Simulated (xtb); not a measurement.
Si2NH7S: energy and gradient calculation

- system: Si2NH7S, SMILES N[SiH2][SiH2]S
- method: GFN2-xTB (xtb 6.7.1)

The geometry was optimised with GFN2-xTB.

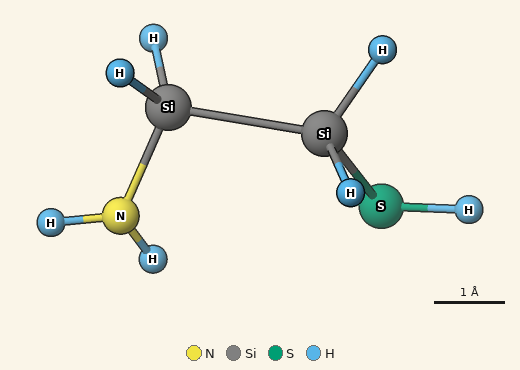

Fig. 1: The input geometry (ball-and-stick view, seen at a tilt).

**Summary**

- outcome: converged
- electrons treated: 26
- total energy: −13.225604 hartree
- dispersion energy: −0.007750 hartree
- basis functions: 41
- largest force: 0.025 eV/Å
- HOMO: −10.10 eV
- LUMO: −5.72 eV
- dipole moment: 2.07 D
- hardware: 1 thread of AMD EPYC (Zen 5), 176 GiB of memory available, shared host
- peak memory: 0.15 GiB

**The input (struc.xyz)**
```
11
H7NSSi2
N     -1.02424000     1.66777000     0.04920000
Si     0.29605000     0.95174000    -0.79112000
Si     0.83088000    -0.94719000     0.39531000
S     -0.95305000    -2.17712000     0.50680000
H     -1.36170000     2.57524000    -0.22943000
H     -1.80253000     1.08602000     0.31926000
H      0.04946000     0.66583000    -2.21645000
H      1.36701000     1.94859000    -0.72956000
H      1.24698000    -0.80757000     1.79215000
H      1.82743000    -1.82294000    -0.22598000
H     -0.41099000    -3.19747000     1.15052000
```

Command:
```bash
xtb struc.xyz --gfn 2 --grad --json | tee struc.out
```

**Log**
```
* xtb version 6.7.1
   ID    Z sym.   atoms
    1    7 N      1
    2   14 Si     2, 3
    3   16 S      4
    4    1 H      5-11

           -------------------------------------------------
          |                Calculation Setup                |
           -------------------------------------------------

          program call               : xtb struc.xyz --gfn 2 --grad --json
          coordinate file            : struc.xyz
          omp threads                :                     1

           -------------------------------------------------
          |                 G F N 2 - x T B                 |
           -------------------------------------------------

      * Hamiltonian:
        H0-scaling (s, p, d)           1.850000    2.230000    2.230000
        zeta-weighting                 0.500000
      * Dispersion:
        s8                             2.700000
        a1                             0.520000
        a2                             5.000000
        s9                             5.000000
      * Repulsion:
        kExp                           1.500000    1.000000
        rExp                           1.000000
      * Coulomb:
        alpha                          2.000000
        third order                    shell-resolved
        anisotropic                    true
        a3                             3.000000
        a5                             4.000000
        cn-shift                       1.200000
        cn-exp                         4.000000
        max-rad                        5.000000

          ...................................................
          :                      SETUP                      :
          :.................................................:
          :  # basis functions                  41          :
          :  # atomic orbitals                  38          :
          :  # shells                           18          :
          :  # electrons                        26          :
          :  max. iterations                   250          :
          :  Hamiltonian                  GFN2-xTB          :
          :  restarted?                      false          :
          :  GBSA solvation                  false          :
          :  PC potential                    false          :
          :  electronic temp.          300.0000000     K    :
          :  accuracy                    1.0000000          :
          :  -> integral cutoff          0.2500000E+02      :
          :  -> integral neglect         0.1000000E-07      :
          :  -> SCF convergence          0.1000000E-05 Eh   :
          :  -> wf. convergence          0.1000000E-03 e    :
          :  Broyden damping             0.4000000          :
          :  net charge                          0          :
          :  unpaired electrons                  0          :
          ...................................................

 iter      E             dE          RMSdq      gap      omega  full diag
   1    -13.2456457 -0.132456E+02  0.733E+00    4.36       0.0  T
   2    -13.3336699 -0.880242E-01  0.340E+00    4.17       1.0  T
   3    -13.3368291 -0.315917E-02  0.250E+00    4.46       1.0  T
   4    -13.3404475 -0.361847E-02  0.109E+00    4.36       1.0  T
   5    -13.3402123  0.235192E-03  0.585E-01    4.43       1.0  T
   6    -13.3408667 -0.654377E-03  0.256E-01    4.42       1.0  T
   7    -13.3409447 -0.779863E-04  0.684E-02    4.38       1.0  T
   8    -13.3409421  0.264226E-05  0.438E-02    4.40       1.0  T
   9    -13.3409463 -0.426975E-05  0.119E-02    4.39       2.5  T
  10    -13.3409464 -0.256074E-07  0.408E-03    4.39       7.4  T
  11    -13.3409464 -0.191960E-07  0.229E-03    4.39      13.2  T
  12    -13.3409464 -0.208762E-08  0.127E-03    4.39      23.8  T
  13    -13.3409464 -0.936105E-09  0.333E-04    4.39      90.7  T
  14    -13.3409464 -0.226338E-09  0.188E-04    4.39     160.1  T

   *** convergence criteria satisfied after 14 iterations ***

         #    Occupation            Energy/Eh            Energy/eV
      -------------------------------------------------------------
         1        2.0000           -0.7694247             -20.9371
       ...           ...                  ...                  ...
         7        2.0000           -0.4665331             -12.6950
         8        2.0000           -0.4406882             -11.9917
         9        2.0000           -0.4325398             -11.7700
        10        2.0000           -0.4116036             -11.2003
        11        2.0000           -0.3961943             -10.7810
        12        2.0000           -0.3748393             -10.1999
        13        2.0000           -0.3713177             -10.1041 (HOMO)
        14                         -0.2101135              -5.7175 (LUMO)
        15                         -0.2069661              -5.6318
        16                         -0.1810237              -4.9259
        17                         -0.1724503              -4.6926
        18                         -0.1467328              -3.9928
       ...                                ...                  ...
        38                          0.8491675              23.1070
      -------------------------------------------------------------
                  HL-Gap            0.1612041 Eh            4.3866 eV
             Fermi-level           -0.2907156 Eh           -7.9108 eV

 SCC (total)                   0 d,  0 h,  0 min,  0.005 sec
 SCC setup                      ...        0 min,  0.000 sec (  1.251%)
 Dispersion                     ...        0 min,  0.000 sec (  1.154%)
 classical contributions        ...        0 min,  0.000 sec (  0.285%)
 integral evaluation            ...        0 min,  0.001 sec ( 14.320%)
 iterations                     ...        0 min,  0.003 sec ( 56.963%)
 molecular gradient             ...        0 min,  0.001 sec ( 24.942%)
 printout                       ...        0 min,  0.000 sec (  0.956%)

         :::::::::::::::::::::::::::::::::::::::::::::::::::::
         ::                     SUMMARY                     ::
         :::::::::::::::::::::::::::::::::::::::::::::::::::::
         :: total energy             -13.225603629071 Eh    ::
         :: gradient norm              0.000858112043 Eh/a0 ::
         :: HOMO-LUMO gap              4.386587884868 eV    ::
         ::.................................................::
         :: SCC energy               -13.340932147261 Eh    ::
         :: -> isotropic ES            0.038093642441 Eh    ::
         :: -> anisotropic ES          0.002634920516 Eh    ::
         :: -> anisotropic XC          0.003416612830 Eh    ::
         :: -> dispersion             -0.007750162355 Eh    ::
         :: repulsion energy           0.115328518190 Eh    ::
         :: add. restraining           0.000000000000 Eh    ::
         :: total charge               0.000000000000 e     ::
         :::::::::::::::::::::::::::::::::::::::::::::::::::::

           -------------------------------------------------
          |                Property Printout                |
           -------------------------------------------------

    * Orbital Energies and Occupations

         #    Occupation            Energy/Eh            Energy/eV
      -------------------------------------------------------------
         1        2.0000           -0.7694247             -20.9371
         2        2.0000           -0.7025620             -19.1177
         3        2.0000           -0.6446236             -17.5411
         4        2.0000           -0.5816956             -15.8287
         5        2.0000           -0.5187898             -14.1170
         6        2.0000           -0.4825179             -13.1300
         7        2.0000           -0.4665331             -12.6950
         8        2.0000           -0.4406882             -11.9917
         9        2.0000           -0.4325398             -11.7700
        10        2.0000           -0.4116036             -11.2003
        11        2.0000           -0.3961943             -10.7810
        12        2.0000           -0.3748393             -10.1999
        13        2.0000           -0.3713177             -10.1041 (HOMO)
        14                         -0.2101135              -5.7175 (LUMO)
        15                         -0.2069661              -5.6318
        16                         -0.1810237              -4.9259
        17                         -0.1724503              -4.6926
        18                         -0.1467328              -3.9928
        19                         -0.1378503              -3.7511
        20                         -0.1210994              -3.2953
        21                         -0.0685587              -1.8656
        22                         -0.0560607              -1.5255
        23                         -0.0453649              -1.2344
        24                         -0.0127707              -0.3475
       ...                                ...                  ...
        38                          0.8491675              23.1070
      -------------------------------------------------------------
                  HL-Gap            0.1612041 Eh            4.3866 eV
             Fermi-level           -0.2907156 Eh           -7.9108 eV

     #   Z          covCN         q      C6AA      α(0)
     1   7 N        2.541    -0.406    30.558     8.210
     2  14 Si       3.600     0.404   100.497    19.254
     3  14 Si       3.655     0.413    99.655    19.137
     4  16 S        1.796    -0.456   161.405    21.384
     5   1 H        0.861     0.149     1.405     1.857
     6   1 H        0.861     0.158     1.351     1.821
     7   1 H        0.915    -0.097     5.463     3.656
     8   1 H        0.918    -0.125     6.540     4.000
     9   1 H        0.918    -0.087     5.142     3.546
    10   1 H        0.918    -0.108     5.841     3.780
    11   1 H        0.923     0.155     1.356     1.821

 Mol. C6AA /au·bohr⁶  :       2605.620936
 Mol. C8AA /au·bohr⁸  :     107530.718687
 Mol. α(0) /au        :         88.465025

Wiberg/Mayer (AO) data.
largest (>0.10) Wiberg bond orders for each atom

 ---------------------------------------------------------------------------
     #   Z sym  total        # sym  WBO       # sym  WBO       # sym  WBO
 ---------------------------------------------------------------------------
     1   7 N    3.208 --     2 Si   1.187     5 H    0.967     6 H    0.964
     2  14 Si   3.864 --     1 N    1.187     8 H    0.889     7 H    0.881
                             3 Si   0.804
     3  14 Si   3.642 --     4 S    0.948    10 H    0.893     9 H    0.891
                             2 Si   0.804
     4  16 S    2.001 --    11 H    0.960     3 Si   0.948
     5   1 H    0.977 --     1 N    0.967
     6   1 H    0.975 --     1 N    0.964
     7   1 H    0.991 --     2 Si   0.881
     8   1 H    0.984 --     2 Si   0.889
     9   1 H    0.992 --     3 Si   0.891
    10   1 H    0.988 --     3 Si   0.893
    11   1 H    0.976 --     4 S    0.960
 ---------------------------------------------------------------------------

Topologies differ in total number of bonds
Writing topology from bond orders to xtbtopo.mol

molecular dipole:
                 x           y           z       tot (Debye)
 q only:        0.528       0.619      -0.073
   full:        0.483       0.649      -0.102       2.073
molecular quadrupole (traceless):
                xx          xy          yy          xz          yz          zz
 q only:        0.456      -5.267      -1.090       0.798      -1.019       0.634
  q+dip:       -0.835      -8.349      -0.777       1.467      -1.717       1.612
   full:        0.059      -7.811       0.395       1.269      -2.718      -0.455

           -------------------------------------------------
          | TOTAL ENERGY              -13.225603629071 Eh   |
          | GRADIENT NORM               0.000858112043 Eh/α |
          | HOMO-LUMO GAP               4.386587884868 eV   |
           -------------------------------------------------

------------------------------------------------------------------------
------------------------------------------------------------------------
 total:
 *  cpu-time:     0 d,  0 h,  0 min,  0.012 sec
 * ratio c/w:     1.000 speedup
 SCF:
 *  cpu-time:     0 d,  0 h,  0 min,  0.006 sec
 * ratio c/w:     1.000 speedup
```

**Standard error**
```
normal termination of xtb
```

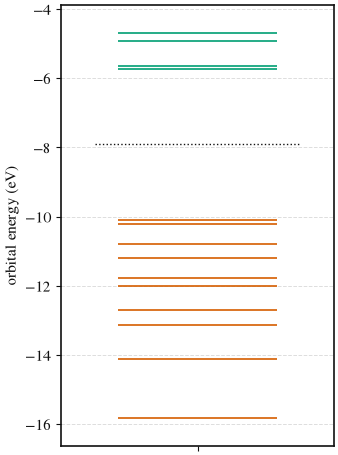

Fig. 2: Orbital energies near the frontier; the dotted line parts filled from empty levels, and levels within 0.02 eV of each other stand side by side. Highest filled −10.10 eV, lowest empty −5.72 eV, 4.38 eV apart.

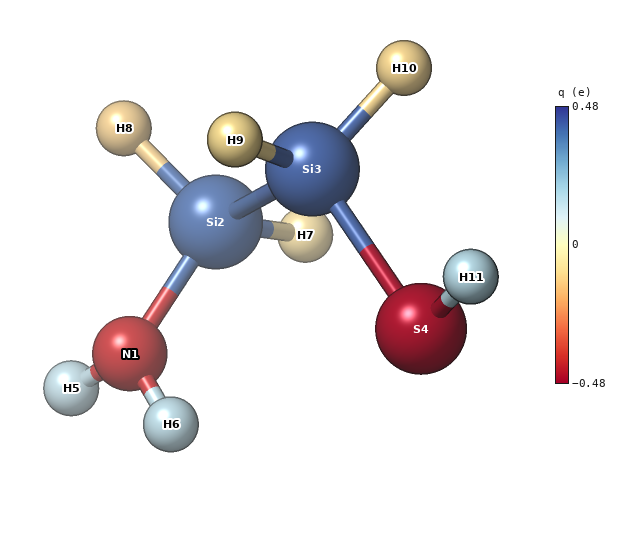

Fig. 3: Mulliken charges, as the colour of each atom (ball-and-stick view, seen at a tilt; atoms are numbered from 1 in the order of the input). By element: N −0.41, Si +0.40 to +0.41, S −0.46 and H −0.13 to +0.16 e.
